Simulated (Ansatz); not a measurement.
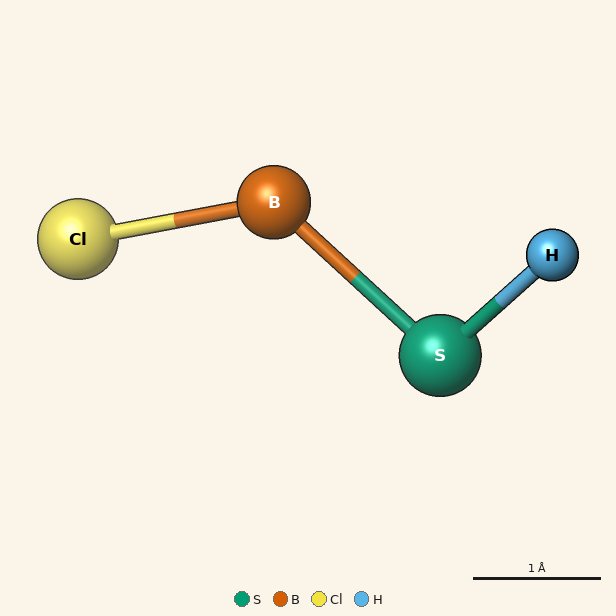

Distant atoms are faded towards the background colour. Charge 0, doublet. The geometry was computed by an optimisation with PBE-D4/def2-SVP. No frequency run is at hand to confirm it as a minimum. Masses are those of the most abundant isotopes; constants are for the rigid equilibrium geometry.

**What kind of rotor is it, and what are its rotational constants in GHz?**

An asymmetric top (Cs): A = 67.6, B = 3.02, C = 2.89 GHz. Ray's parameter κ is −1.00, close to the prolate limit.
